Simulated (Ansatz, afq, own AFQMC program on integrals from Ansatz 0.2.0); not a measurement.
# GeH+ (singlet): quantum Monte Carlo beside coupled cluster at distance Ge1–H2 = 1.589 Å, cc-pVTZ, part 2 of 2

Ansatz 0.2.0, Gaussian basis, and an in-house AFQMC program (afq) on its integrals; all values are calculated; cc-pVTZ, frozen cores.

### 12 Phaseless AFQMC, single-determinant trial on RHF

It reads the integrals that the CCSD(T) run on this determinant wrote.

Run with:

```sh
$ afq ham --method phaseless --trial hf --walkers 120 --populations 1 --least-time 40 --time-step 0.005 --steps-per-block 20 --equilibration-blocks 112 --max-blocks 600 --target-error 0.00072 --factor-cut 1e-05 --seed 495 --taylor-order 6
```

What it wrote:

```text
orbitals 43  electrons 2 2  factors 298 of 358
reference energy -2075.66610455 Eh
CCSD correlation -0.08498141 Eh in 10 cycles, weight of the determinant in the CISD state 0.9314
energy of the start -2075.666105 Eh
 block  time / (1/Eh)  mean weight  energy / Eh
     1     0.100  1.0005  -2075.681104
     2     0.200  1.0006  -2075.689540
     3     0.300  1.0004  -2075.699077
     4     0.400  0.9996  -2075.702800
     5     0.500  0.9996  -2075.711261
     6     0.600  1.0000  -2075.715664
     7     0.700  0.9996  -2075.720822
     8     0.800  1.0001  -2075.722592
     9     0.900  1.0015  -2075.722704
    10     1.000  0.9999  -2075.725505
    18     1.800  0.9997  -2075.740365
    35     3.500  1.0003  -2075.764997
    52     5.200  1.0002  -2075.749685
    69     6.900  0.9999  -2075.766219
    86     8.600  0.9986  -2075.749568
   103    10.300  0.9996  -2075.750205
   120    12.000  1.0000  -2075.748815
   137    13.700  1.0016  -2075.764819
   154    15.400  1.0006  -2075.753838
   171    17.100  0.9999  -2075.750536
   188    18.800  1.0007  -2075.759233
   205    20.500  1.0002  -2075.760455
   222    22.200  0.9997  -2075.775858
   239    23.900  0.9993  -2075.740881
   256    25.600  0.9998  -2075.757545
   273    27.300  1.0011  -2075.753179
   290    29.000  1.0001  -2075.756357
   307    30.700  1.0002  -2075.747373
   324    32.400  0.9998  -2075.749289
   341    34.100  0.9990  -2075.745641
   358    35.800  1.0005  -2075.755882
   375    37.500  0.9987  -2075.750850
   392    39.200  0.9992  -2075.746667
   409    40.900  1.0005  -2075.758090
   426    42.600  0.9999  -2075.750097
   443    44.300  0.9998  -2075.754640
   460    46.000  1.0004  -2075.753561
   477    47.700  1.0001  -2075.770248
   494    49.400  1.0003  -2075.749454
   511    51.100  1.0013  -2075.760571
   528    52.800  0.9997  -2075.753044
   545    54.500  1.0017  -2075.752696
   562    56.200  1.0002  -2075.752715
   579    57.900  0.9997  -2075.752936
   596    59.600  1.0011  -2075.755570
   613    61.300  1.0004  -2075.753756
   630    63.000  1.0003  -2075.748587
   647    64.700  0.9999  -2075.748031
   664    66.400  0.9992  -2075.746028
   681    68.100  1.0000  -2075.741459
   698    69.800  0.9994  -2075.746634
blocks merged  error / Eh  count
     1  0.000335  600
     2  0.000445  300
     4  0.000578  150
     8  0.000704  75
    16  0.000853  37
    32  0.000983  18
    64  0.001152  9
energy -2075.752190 +/- 0.000983 Eh
```

Wall time 2.2 min (1 thread of Arm Neoverse V1, shared host).

Energy -56484.0946 ± 0.0267 eV. Caveats: constraint bias not in the error.

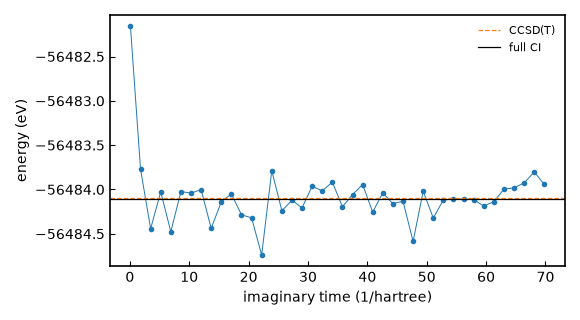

Block energies along the walk.

### 13 Free-projection AFQMC, CISD trial on RHF

It reads the integrals that the CCSD(T) run on this determinant wrote.

Run with:

```sh
$ afq ham --method free --trial cisd --walkers 60 --time-step 0.03 --max-blocks 80 --target-error 0.00024 --factor-cut 1e-05 --seed 2847 --times 0,0.3,0.6,1.2,1.8,2.4,3.6,4.8,6 --taylor-order 8
```

What it wrote:

```text
orbitals 43  electrons 2 2  factors 298 of 358
reference energy -2075.66610455 Eh
CCSD correlation -0.08498141 Eh in 10 cycles, weight of the determinant in the CISD state 0.9314
repeat  energy at the last time / Eh  error
    10  -2075.753190  0.000234
    20  -2075.752797  0.000201
    30  -2075.752953  0.000209
time / (1/Eh)  energy / Eh  error  mean overlap
  0.00  -2075.750988  0.000041  1.0736
  0.30  -2075.751908  0.000063  1.0798
  0.60  -2075.752236  0.000066  1.0867
  1.20  -2075.752725  0.000086  1.0730
  1.80  -2075.752657  0.000097  1.0697
  2.40  -2075.752690  0.000105  1.0798
  3.60  -2075.752697  0.000115  1.1189
  4.80  -2075.752833  0.000122  1.1191
  6.00  -2075.752943  0.000202  1.0911
energy -2075.752943 +/- 0.000202 Eh
```

Wall time 46 s (1 thread of Arm Neoverse V1, shared host).

Energy -56484.1151 ± 0.0055 eV. Caveats: remainder of the start not in the error.

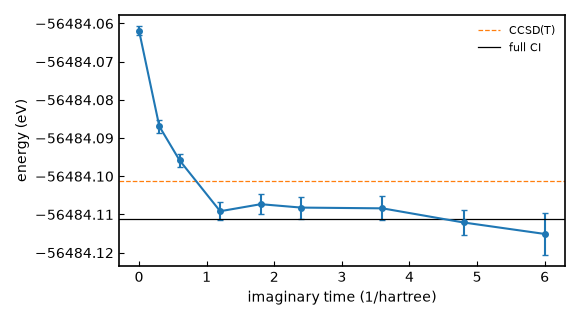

Energy against projection time, with error bars.

### 14 UHF

Input file in.yaml:

```yaml
crystal:
  periodic: [false, false, false]
  atoms:
    - {symbol: Ge, position_ang: [0.000000, 0.000000, 0.000000]}
    - {symbol: H, position_ang: [0.000000, 0.000000, 1.588631]}
basis:
  gaussian: {orbitals: cc-pVTZ}
total_charge: 1
magnetization: {spin_polarized: true, initial_magnetization: 0}
hamiltonian: {xc: hf}
output: {orbitals: {seedname: orbitals}}
```

Run with:

```sh
$ ansatz run in.yaml --threads 1 --pin off --events-out ev --progress --plain --max-ram 1382MiB
```

What it wrote:

```text
Functional definition: HF
  name "HF"
  cite "Fock, Z. Phys. 61, 126 (1930) doi:10.1007/BF01340294"
  parent pbe
  exchange = exact_x
  correlation = 0
358 factors; integrals over basis functions are off by at most 9.8e-4 eV
mean field evaluation 1: about -56481.4075 eV, gradient 6.3e0 eV
mean field evaluation 2: about -56481.4071 eV, gradient 6.3e0 eV
mean field evaluation 4: about -56481.7497 eV, gradient 5.7e-1 eV
mean field evaluation 8: about -56481.7521 eV, gradient 2.5e-4 eV
mean field evaluation 16: about -56481.7168 eV, gradient 4.1e-1 eV
mean field evaluation 32: about -56472.8936 eV, gradient 8.9e0 eV
mean field -56481.75208863 eV, -2075.6661045507 hartree, gradient 1.6e-5 eV, S^2 0.000000; 0 other end points of the search recorded, 0 dependent functions left out
reference -56481.75208863 eV, -2075.6661045507 hartree; 16, 16 occupied and 41, 41 virtual orbitals, 358 factors
Total energy: -56481.75208863 eV, -2075.6661045507 hartree
```

It took 0.57 s on 1 thread of Arm Neoverse V1, shared host.

From the report: ⟨S²⟩ of the determinant 0.000 (pure singlet: 0.00).

### 15 AFQMC on the ladder

On the RHF determinant, counted from full CI (exact for this spin and basis):

```csv
level,energy (eV),from full CI (kcal/mol),statistical error (kcal/mol),time
HF,-56481.7521,+54.40,,
MP2,-56483.5231,+13.56,,
CCSD,-56484.0646,+1.07,,
CCSD(T),-56484.1012,+0.23,,
CCSDT(Q),-56484.1108,+0.01,,
full CI,-56484.1111,0.00,,
"Phaseless AFQMC, CISD trial, step 0.005, 60 walkers",-56484.1017,+0.22,0.04,95 s
"Phaseless AFQMC, single-determinant trial, step 0.005, 120 walkers",-56484.0946,+0.38,0.62,2.2 min
"Free-projection AFQMC, CISD trial, step 0.03, 60 walkers",-56484.1151,-0.09,0.13,46 s
```

The functionals' totals stand on their own zeros and serve differences with other points: PBE -56517.003 eV; r2SCAN -56525.068 eV; PBE0 -56518.427 eV; B3LYP -56527.055 eV; wB97M-V -56522.616 eV; B2PLYP -56514.565 eV.

### 16 What came out

What follows sums up all 2 parts.

| quantity | value |
| --- | --- |
| CCSD(T) on RHF from full CI | +0.23 kcal/mol |
| Phaseless AFQMC, CISD trial on RHF from full CI | +0.22 ± 0.04 kcal/mol |
| Phaseless AFQMC, single-determinant trial on RHF from full CI | +0.38 ± 0.62 kcal/mol |
| Free-projection AFQMC, CISD trial on RHF from full CI | -0.09 ± 0.13 kcal/mol |

In words: On RHF the phaseless walk with the CISD trial lies +0.22 kcal/mol from full CI, 5 times its error bar: mostly the bias of the constraint. Free projection has no constraint; at the last time it gives -0.09 ± 0.13 kcal/mol. Error bars are statistical and leave out the constraint, the time step and what remains of the start.
